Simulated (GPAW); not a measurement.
# How MgI2 absorbs and reflects light

Aim: the dielectric function of MgI2, and the optical constants that follow from it. The cell comes from an older database entry, whose edges can differ from later determinations, mostly by under a per cent.

Calculated with GPAW 26.7.0; DFT, PBE, plane-wave PAW (GPAW data sets), scalar-relativistic, RPA, optical limit.

The database entry behind the starting cell has ideal inner coordinates that were not refined, so it need not match the best structure at ambient conditions.

## Step 1: The starting structure

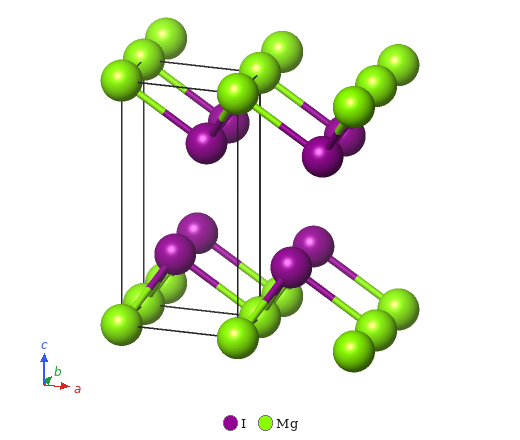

The starting structure, seen from a free direction (iodine purple, magnesium green). 2×2×1 cells are drawn. Bonds to atoms that aren't drawn are left out. Some periodic images of atoms are drawn too.

## Step 2: Ground state

The self-consistent density comes first; it also tells whether there is a gap, which decides the occupations and the need for a Drude term.

This step: DFT, PBE, plane-wave PAW (GPAW data sets), scalar-relativistic, ground state (GPAW 26.7.0).

gs.py

```python
from ase import Atoms
from ase.dft.bandgap import bandgap
from gpaw import GPAW, PW, FermiDirac

atoms = Atoms(['I', 'I', 'Mg'],
              cell=[[4.140000000000, 0.000000000000, 0.000000000000],
                    [-2.070000000000, 3.585345171700, 0.000000000000],
                    [0.000000000000, 0.000000000000, 6.880000000000]],
              scaled_positions=[[0.666666666700, 0.333333333300, 0.750000000000],
                                [0.333333333300, 0.666666666700, 0.250000000000],
                                [0.000000000000, 0.000000000000, 0.000000000000]],
              pbc=[True, True, True])
atoms.calc = GPAW(mode=PW(500), xc='PBE', kpts={'size': (6, 6, 4), 'gamma': True},
                  occupations=FermiDirac(0.05), maxiter=150, txt='gs.txt')
print('energy (eV)', atoms.get_potential_energy())
print('Fermi level (eV)', atoms.calc.get_fermi_level())
print('valence electrons', atoms.calc.get_number_of_electrons())
print('gap (eV)', bandgap(atoms.calc, output=None)[0])
print('direct gap (eV)', bandgap(atoms.calc, direct=True, output=None)[0])
atoms.calc.write('gs.gpw')
```

Launch:

```sh
OMP_NUM_THREADS=1 python gs.py
```

Numbers of over 12 decimals in the logs are rounded to 6 here.

The program printed:

```text
__  _  _
 | _ |_)|_||  |
 |__||  | ||/\| - 26.7.0

Versions:
  Python: 3.12.14
  ASE:    3.29.0
  Numpy:  2.5.5
  Scipy:  1.18.1
  Libxc:  7.0.0

Input parameters:
  mode=PW(ecut=500.0),
  kpts=MonkhorstPack(size=(6, 6, 4), gamma=True),
  maxiter=150,
  occupations=Occupations(name='fermi-dirac', width=0.05, fixmagmom=False),
  xc=XC(name='PBE')

Diagonalizing LCAO Hamiltonian
Converting LCAO to pw mode

             I

         I

       Mg

Atoms  # Å, Bohr magnetons
|   | symbol |         x |        y |        z |    initial magnetic moments |
| 0 |      I |  2.070000 | 1.195115 | 5.160000 | ( 0.0000,  0.0000,  0.0000) |
| 1 |      I | -0.000000 | 2.390230 | 1.720000 | ( 0.0000,  0.0000,  0.0000) |
| 2 |     Mg |  0.000000 | 0.000000 | 0.000000 | ( 0.0000,  0.0000,  0.0000) |

Unit cell  # Å
| periodic |         x |        y |        z |  lengths |     angles |
|      yes |  4.140000 | 0.000000 | 0.000000 | 4.140000 |  90.000000 |
|      yes | -2.070000 | 3.585345 | 0.000000 | 4.140000 |  90.000000 |
|      yes |  0.000000 | 0.000000 | 6.880000 | 6.880000 | 120.000000 |

Number of symmetries: 12
Symmetry operations  # r_c * U_cc + t_c -> r_c
|    | kind |            matrix            |
|  0 |  σ   |  1, 1, 0,  0,-1, 0,  0, 0, 1 |
|  1 |  S6  |  1, 1, 0, -1, 0, 0,  0, 0,-1 |
|  2 |  E   |  1, 0, 0,  0, 1, 0,  0, 0, 1 |
|  3 |  C2  |  1, 0, 0, -1,-1, 0,  0, 0,-1 |
|  4 |  C2  |  0, 1, 0,  1, 0, 0,  0, 0,-1 |
|  5 |  C3  |  0, 1, 0, -1,-1, 0,  0, 0, 1 |
|  6 |  S6  |  0,-1, 0,  1, 1, 0,  0, 0,-1 |
|  7 |  σ   |  0,-1, 0, -1, 0, 0,  0, 0, 1 |
|  8 |  σ   | -1, 0, 0,  1, 1, 0,  0, 0, 1 |
|  9 |  i   | -1, 0, 0,  0,-1, 0,  0, 0,-1 |
| 10 |  C3  | -1,-1, 0,  1, 0, 0,  0, 0, 1 |
| 11 |  C2  | -1,-1, 0,  0, 1, 0,  0, 0,-1 |

BZ-sampling:
  Number of BZ points: 144
  Number of IBZ points: 24

  Monkhorst-Pack size: [6, 6, 4]
  Monkhorst-Pack shift: [0.083333, 0.083333, 0.125]

K-points  # in reciprocal-cell coordinates
|     |                                coordinates |     weight |
|   0 | (  0.00000000,   0.00000000,   0.00000000) | 0.00694444 |
|   1 | (  0.00000000,   0.00000000,   0.25000000) | 0.01388889 |
|   2 | (  0.00000000,   0.00000000,   0.50000000) | 0.00694444 |
|   3 | (  0.16666667,   0.00000000,  -0.25000000) | 0.04166667 |
|   4 | (  0.16666667,   0.00000000,   0.00000000) | 0.04166667 |
|   5 | (  0.16666667,   0.00000000,   0.25000000) | 0.04166667 |
|   6 | (  0.16666667,   0.00000000,   0.50000000) | 0.04166667 |
|   7 | (  0.33333333,  -0.16666667,   0.00000000) | 0.04166667 |
|   8 | (  0.33333333,  -0.16666667,   0.25000000) | 0.08333333 |
|   9 | (  0.33333333,  -0.16666667,   0.50000000) | 0.04166667 |
| ... |                                            |            |
|  23 | (  0.50000000,   0.50000000,   0.50000000) | 0.02083333 |

Plane wave coefficients: 2615
Cutoff: 500.0 eV

Spin-components: 1 (collinear spins)
Bands:           16
Projectors:      15
Spin-degeneracy: 2
Datatype:        complex128

Parallelization:
  kpt:    1
  domain: 1
  band:   1

Density:
  Valence electrons: 24.0
  Components: 1
  Grid points: [24 24 36]
  Charge: 0.0  # |e|

Potential:
  Grid points: [24 24 36]

species:
  I:
    name:    Iodine
    id:
    Z:       53.0
    valence: 7
    core:    46
    charge:  0.0  # [|e|]
    compensation charges:
      type: gauss
      rc: 0.37  # [Å]
      lmax: 2
    cutoffs:
      filter: 2.06  # [Å]
      core: 2.90  # [Å]
    projectors
    | kind |    occ | energy [eV] | rcut [Å] |
    |   5s |  2.000 |     -17.382 |    1.164 |
    |   5p |  5.000 |      -7.088 |    1.164 |
    |    s |        |       9.829 |    1.164 |
    |    p |        |      20.123 |    1.164 |
    |    d |        |       0.000 |    1.164 |

    Using partial waves for I as LCAO basis

  Mg:
    name:    Magnesium
    id:
    Z:       12.0
    valence: 10
    core:    2
    charge:  0.0  # [|e|]
    compensation charges:
      type: gauss
      rc: 0.33  # [Å]
      lmax: 2
    cutoffs:
      filter: 1.86  # [Å]
      core: 0.54  # [Å]
    projectors
    | kind |    occ | energy [eV] | rcut [Å] |
    |   2s |  2.000 |     -79.840 |    1.090 |
    |   3s |  2.000 |      -4.705 |    1.090 |
    |   2p |  6.000 |     -46.613 |    1.085 |
    |   3p |  0.000 |      -1.330 |    1.085 |
    |    d |        |       0.000 |    1.037 |

    Using partial waves for Mg as LCAO basis

Reference energy: -392531.236221  # eV

eigensolver:
  PPCG
  Converge bands: occupied
  niter=2

density mixing:
  MSR1-Mixer
  Pratt-step length: 0.05
  Maximum mixing coefficient: 0.75
  Old densities: 10
  SVD Regularization: 0.005
  Good broyden scale: 1.0
  Trust region scale: 1.0
  Backstep threshold: 4.0
  History deletion threshold: 6.0
  Fourier metric: weight=20.0, sigma=0.015

occupation numbers:
  Fermi-Dirac:
    width: 0.0500  # eV

poisson solver:
  ecut: 4000.0  # eV

xc functional:
  name: PBE with 2 nearest neighbor stencil

convergence criteria:
- Maximum [total energy] change in last 3 cyles: 0.0005 eV / valence electron
- Maximum integral of absolute [dens]ity change: 0.0001 electrons / valence electron
- Maximum integral of absolute [eigenst]ate change: 4e-08 eV^2 / valence electron
maximum number of iterations: 150

SCF iterations
|iter     |      energy | eigst |  dens |
|iter:   1||   -7.871158 | -0.07 |       |
|iter:   2||   -7.848538 | -1.97 | -1.35 |
|iter:   3||   -7.763864 | -1.68 | -1.39 |
|iter:   4||   -7.765352 | -1.99 | -1.95 |
|iter:   5||   -7.763748c| -3.26 | -2.34 |
|iter:   6||   -7.764062c| -4.54 | -2.71 |
|iter:   7||   -7.764071c| -5.66 | -3.46 |
|iter:   8||   -7.764072c| -6.45 | -4.00c|
|iter:   9||   -7.764072c| -7.54c| -4.90c|

Converged in 9 steps
SCF loop duration: 16.005 s (1.778 s/step)
Energy contributions relative to reference atoms: (reference = -392531.236221)

Energy contributions:
  Kinetic:          11.617758
  Coulomb:         -10.413170
  Zero:             -0.054816
  External:          0.000000
  Xc:               -8.913843
  Entropy:          -0.000000
  Spinorbit:         0.000000
  ----------------------------
  Free energy:      -7.764072
  Extrapolated:     -7.764072

dipole moment: (-2.973839, -5.150840, -9.884064)  # |e|*Ang

Fermi level: 4.385
Eigenvalues  # (at kpt = [0.000, 0.000, 0.000])
| band index |      eig [eV] | occ [0-2] |
|          0 |       -72.938 |     2.000 |
|        ... |               |           |
|          4 |        -9.533 |     2.000 |
|          5 |        -8.852 |     2.000 |
|          6 |        -1.108 |     2.000 |
|          7 |         2.111 |     2.000 |
|          8 |         2.111 |     2.000 |
|          9 |         2.455 |     2.000 |
|         10 |         2.475 |     2.000 |
|         11 |         2.475 |     2.000 |
|         12 |         6.130 |     0.000 |
|         13 |         7.354 |     0.000 |
|         14 |         9.331 |     0.000 |
|         15 |         9.331 |     0.000 |

Gap: 3.508 eV
Transition (v -> c):
  (s=0, k=0, n=11, [0.00, 0.00, 0.00]) -> (s=0, k=23, n=12, [0.50, 0.50, 0.50])
Direct/indirect transitions are different
Direct gap: 3.656 eV
Transition at: (s=0, k=0, n=11, [0.00, 0.00, 0.00])

--- standard output ---
energy (eV) -7.764072
Fermi level (eV) 4.384531
valence electrons 24.0
gap (eV) 3.508350
direct gap (eV) 3.655885
```

Run time: 18 s. Hardware: 1 thread of Arm Neoverse V1, shared host; peak memory 0.17 GiB.

Numbers from this step:

- energy: -7.764 eV
- Fermi energy: 4.385 eV
- gap on the k-mesh: 3.508 eV
- direct gap on the mesh: 3.656 eV
- electrons: 24

There is a gap, 3.51 eV on this mesh (points off the mesh can give less), so no carriers' term is needed.

## Step 3: Bands for the response

At the fixed density, many empty bands are solved on the mesh of the response, since the spectrum sums over them.

This step: DFT, PBE, plane-wave PAW (GPAW data sets), scalar-relativistic, bands at fixed density (GPAW 26.7.0).

nscf.py

```python
from ase.dft.bandgap import bandgap
from gpaw import GPAW, FermiDirac

calc = GPAW('gs.gpw').fixed_density(kpts={'size': (9, 9, 5), 'gamma': True}, nbands=64, convergence={'bands': 58},
                                    occupations=FermiDirac(0.001), txt='nscf.txt')
print('gap (eV)', bandgap(calc, output=None)[0])
print('direct gap (eV)', bandgap(calc, direct=True, output=None)[0])
print('top band over the Fermi level (eV)', min(calc.get_eigenvalues(kpt=k)[57] for k in range(len(calc.get_ibz_k_points()))) - calc.get_fermi_level())
calc.write('full.gpw', mode='all')
```

Launch:

```sh
OMP_NUM_THREADS=1 python nscf.py
```

The program printed:

```text
Diagonalizing LCAO Hamiltonian
Converting LCAO to pw mode
convergence criteria:
- Maximum integral of absolute [eigenst]ate change: 4e-08 eV^2 / valence electron
maximum number of iterations: 150

SCF iterations
|iter     |      energy | eigst |  dens |
|iter:   1||             | +3.80 |       |
|iter:   2||             | +2.55 |       |
|iter:   3||             | +1.58 |       |
|iter:   4||             | +0.36 |       |
|iter:   5||             | -0.58 |       |
|iter:   6||             | -1.47 |       |
|iter:   7||             | -2.25 |       |
|iter:   8||             | -3.14 |       |
|iter:   9||             | -3.86 |       |
|iter:  10||             | -4.62 |       |
|iter:  11||             | -5.26 |       |
|iter:  12||             | -5.85 |       |
|iter:  13||             | -6.27 |       |
|iter:  14||             | -6.61 |       |
|iter:  15||             | -6.93 |       |
|iter:  16||             | -7.22 |       |
|iter:  17||             | -7.50c|       |
SCF steps: 17
  __  _  _
 | _ |_)|_||  |
 |__||  | ||/\| - 26.7.0

Versions:
  Python: 3.12.14
  ASE:    3.29.0
  Numpy:  2.5.5
  Scipy:  1.18.1
  Libxc:  7.0.0

Input parameters:
  mode=PW(ecut=500.0),
  convergence={'bands': 58},
  gpts=array([24, 24, 36]),
  kpts=MonkhorstPack(size=(9, 9, 5), gamma=True),
  maxiter=150,
  nbands=64,
  occupations=Occupations(name='fermi-dirac', width=0.001, fixmagmom=False),
  parallel={},
  xc=XC(name='PBE')

--- standard output ---
gap (eV) 3.483435
direct gap (eV) 3.655885
top band over the Fermi level (eV) 25.784854
```

Elapsed: 3.8 min, on 1 thread; peak memory 0.32 GiB.

This step gave:

```
gap on the k-mesh : 3.483 eV
```

## Step 4: Dielectric function, RPA

Local fields let the induced charge screen the field inside the cell, which as a rule lowers ε, most along directions where the density is uneven.

This step: DFT, PBE, plane-wave PAW (GPAW data sets), scalar-relativistic, RPA, optical limit (GPAW 26.7.0).

df.py

```python
from gpaw.response.df import DielectricFunction

df = DielectricFunction('full.gpw', frequencies={'type': 'nonlinear', 'domega0': 0.03, 'omega2': 8},
                        ecut=50,
                        eta=0.15,
                        nbands=58,
                        txt='df.txt')
for direction in ['x', 'z']:
    df.get_dielectric_function(xc='RPA', direction=direction, filename=f'df_{direction}.csv')
```

Launch:

```sh
OMP_NUM_THREADS=1 python df.py
```

The program printed:

```text
Using integrator: PointIntegrator
NonLinearFrequencyDescriptor(from 0.000 to 107.836 eV, 547 points)
Nonperiodic BCs:  [False False False]
Using integrator: PointIntegrator
NonLinearFrequencyDescriptor(from 0.000 to 107.836 eV, 547 points)
Nonperiodic BCs:  [False False False]

Calculating chi0 body with:
    Ground state adapter containing:
    Number of spins: 1
    Number of kpoints: 405
    Number of irreducible kpoints: 50
    Number of completely occupied states: 12
    Number of partially occupied states: 12

    Linear response parametrization:
    q_c: [0.0, 0.0, 0.0]
    Number of frequency points: 547
    Planewave cutoff: 50.0
    Number of bands: 58
    Number of planewaves: 97
    Broadening (eta): 0.15

Integrating chi0 body.

Symmetries of q_c:
    Direct symmetries (Uq -> q): 12
    Indirect symmetries (TUq -> q): 0
In total 12 allowed symmetries.

50 groups of equivalent kpoints. 87.654321% reduction.

Integral kind: spectral function

Calculating chi0 optical extensions with:
    Ground state adapter containing:
    Number of spins: 1
    Number of kpoints: 405
    Number of irreducible kpoints: 50
    Number of completely occupied states: 12
    Number of partially occupied states: 12

    Linear response parametrization:
    Number of frequency points: 547
    Planewave cutoff: 50.0
    Number of bands: 58
    Number of planewaves: 97
    Broadening (eta): 0.15
Integrating chi0 head and wings.

Symmetries of q_c:
    Direct symmetries (Uq -> q): 12
    Indirect symmetries (TUq -> q): 0
In total 12 allowed symmetries.

50 groups of equivalent kpoints. 87.654321% reduction.

Integral kind: spectral function wings
```

The job ended after 31 s (1 thread; peak memory 0.47 GiB).

Numbers from this step:

| Property | Result |
| --- | --- |
| electronic dielectric constant ε∞, mean over x, y and z (by symmetry where fewer were run) | 4.018 |
| main peak of Im epsilon, first axis | 6.494 eV |

The Im ε has structure finer than the step of the table below, so its rows give means over 1 eV, whole bins alone (the curve runs from 0 to 14.0 eV). Peaks (eV: height): E ∥ x 6.5: 6.29; E ∥ z 4.8: 2.67, 6.3: 5.75, 8.5: 5.12.

Values under the direct gap are tails of Lorentzian lines. Table of Im ε by photon energy; means over each step:

```
photon energy (eV)   E ∥ x   E ∥ z
                 1  0.0243  0.0188
                 2  0.0610  0.0465
                 3   0.167   0.124
                 4    1.09    1.04
                 5    4.53    2.31
                 6    5.95    4.33
                 7    5.75    4.93
                 8    5.01    4.63
                 9    2.99    4.70
                10    2.21    3.27
                11    1.70    2.00
                12    1.29    1.25
                13   0.971   0.929
```

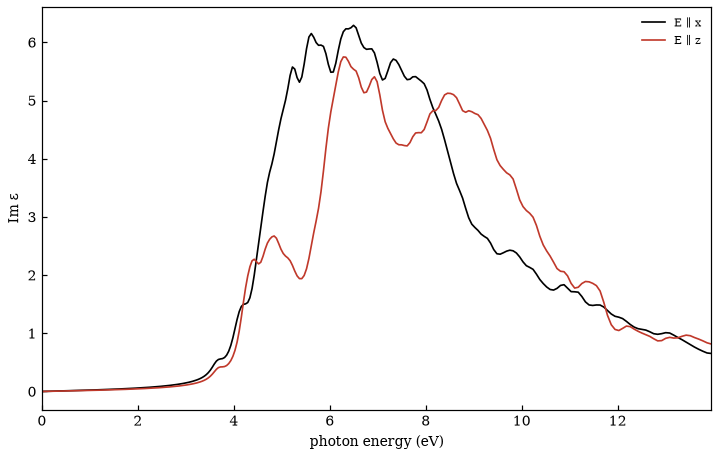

Im ε against photon energy.

Re ε against photon energy:

```
photon energy (eV)   E ∥ x   E ∥ z
                 0    4.14    3.76
                 1    4.22    3.82
                 2    4.49    4.03
                 3    5.11    4.50
                 4    6.72    5.81
                 5    6.79    4.66
                 6    3.56    6.01
                 7    1.34    2.14
                 8  -0.327    2.10
                 9  -0.968   0.169
                10  -0.696   -1.08
                11  -0.504  -0.973
                12  -0.436  -0.695
                13  -0.213  -0.181
```

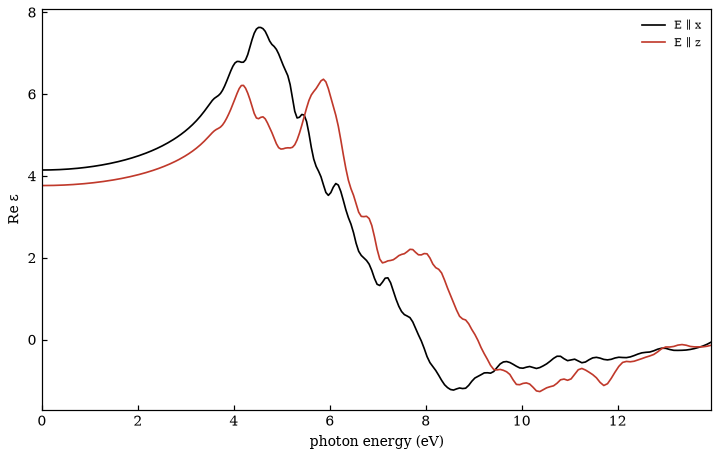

Re ε against photon energy.

Values under the direct gap are tails of Lorentzian lines. The Im ε, E ∥ x by photon energy; read off at these points:

```
photon energy (eV)  without local fields  with local fields
               0.0                     0                  0
               1.0                0.0321             0.0239
               2.0                0.0796             0.0593
               3.0                 0.196              0.147
               4.0                  1.25              0.994
               5.0                  6.90               4.75
               5.6                  8.10               6.13
               6.0                  7.26               5.54
               6.5                  8.88               6.29
               7.0                  8.39               5.61
               8.0                  6.11               5.23
               9.0                  3.01               2.84
              10.0                  2.31               2.26
              11.0                  1.55               1.74
              12.0                  1.06               1.28
              13.0                 0.886               1.01
```

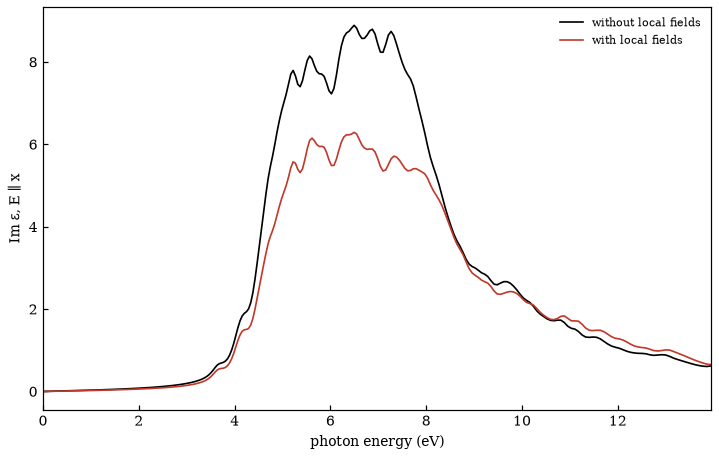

Im ε, E ∥ x, plotted against photon energy.

The reflectivity at normal incidence has structure finer than the step of the table below, so its rows give means over 1 eV, whole bins alone (the curve runs from 0 to 14.0 eV). Peaks (eV: height): E ∥ x 8.5: 36.0, 11.3: 28.3; E ∥ z 6.3: 26.2, 10.4: 36.6, 11.8: 41.6.

Table of reflectivity at normal incidence by photon energy; means over each step:

```
photon energy (eV)  E ∥ x (%)  E ∥ z (%)
                 1       11.9       10.5
                 2       12.9       11.2
                 3       15.1       13.0
                 4       19.7       17.1
                 5       25.4       17.4
                 6       26.9       23.6
                 7       28.5       24.0
                 8       32.8       23.6
                 9       33.2       30.0
                10       29.0       34.3
                11       26.9       33.5
                12       27.0       34.9
                13       24.4       24.3
```

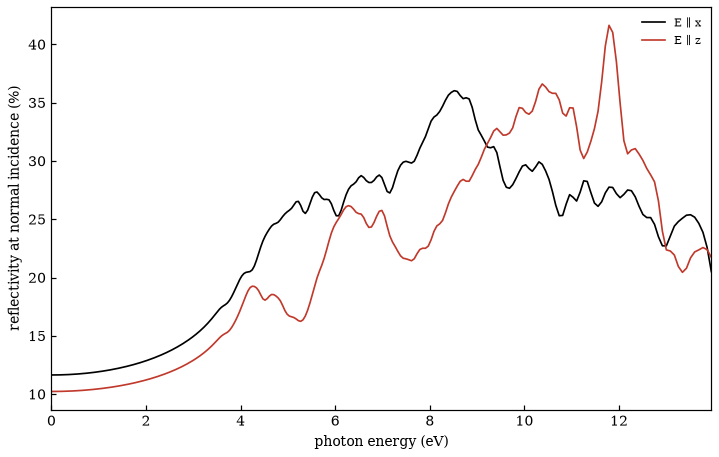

Reflectivity at normal incidence against photon energy.

Refractive index n and extinction k against photon energy:

```
photon energy (eV)  n, E ∥ x  k, E ∥ x  n, E ∥ z  k, E ∥ z
                 0      2.04         0      1.94         0
                 2      2.12    0.0140      2.01    0.0113
                 4      2.60     0.191      2.41     0.135
                 6      2.25      1.23      2.61     0.899
                 8      1.57      1.67      1.89      1.21
                10     0.913      1.24      1.08      1.50
                12     0.677     0.946     0.532     0.989
```

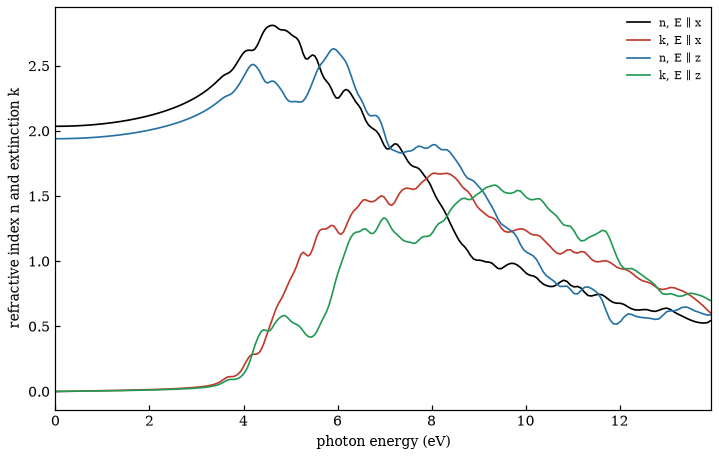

Refractive index n and extinction k, plotted against photon energy.

Optical constants at common wavelengths, from n + ik = √ε:

```
wavelength (nm)   n x    k x  R (%) x   1/α x   n z    k z  R (%) z   1/α z
           1550  2.05  0.005     11.8   27 µm  1.95  0.004     10.4   33 µm
            633  2.11  0.014     12.8  3.7 µm  2.00  0.011     11.2  4.6 µm
            450  2.21  0.026     14.3  1.4 µm  2.08  0.021     12.4  1.7 µm
            365  2.37  0.057     16.5  507 nm  2.21  0.045     14.2  647 nm
            308  2.61  0.208     20.1  118 nm  2.43  0.146     17.6  167 nm
            248  2.75  0.864     25.7   23 nm  2.23  0.543     16.8   36 nm
            193  2.21  1.414     28.1   11 nm  2.29  1.224     25.7   13 nm
```

Below the direct gap, k and the depth come from the tails of the Lorentzian lines, not from transitions.

Rows near the edge hang on the gap, which this functional as a rule makes too small, and phonon-assisted absorption is left out.

At 1064 nm the birefringence n(z) − n(x) is -0.100: the crystal is uniaxial negative at this level.

## Step 5: Outcome

| Item | Value |
| --- | --- |
| electronic dielectric constant ε∞, mean over x, y and z (by symmetry where fewer were run) (RPA) | 4.02 |
| main peak of Im epsilon, first axis | 6.49 eV |

In words: At this level (PBE, RPA) MgI2 has a mean ε∞ = 4.02 and n = 2.05 at 1550 nm (E ∥ x), and Im ε peaks at 6.5 eV (E ∥ x). On the mesh the gap is 3.48 eV and the least direct gap 3.66 eV, so on this mesh the band edges lie at different points. Local fields change the static value along x from 4.96 to 4.14 (-16 %). Distinct maxima of Im ε, read by a parabola through the highest points, lie at 5.24 eV (5.6), 5.61 eV (6.2), 6.49 eV (6.3) and 7.34 eV (5.7) for E ∥ x. The static values by axis are 4.14 (x), 3.76 (z). At 1064 nm the birefringence n(z) − n(x) is -0.100: the crystal is uniaxial negative at this level. Excitons and phonon-assisted transitions are missing; PBE gaps are as a rule too small, which pulls the onset down and ε∞ up. Spin-orbit coupling is left out although heavy atoms are present. The sum runs over mesh points, so small or evenly spaced maxima can still be ripples of the mesh.

[Machine, clock and banner lines and Python warnings are left out of the logs.]

[Logs are printed without paths, hosts, clocks, repeated set-up lines and the standing remarks that a program may print on its own settings, such as how far it seeks lower states.]

[Hosts, paths, dates, database ids (printed as entryN), source tags and the programs' standing remarks are cut or masked in the printed files.]
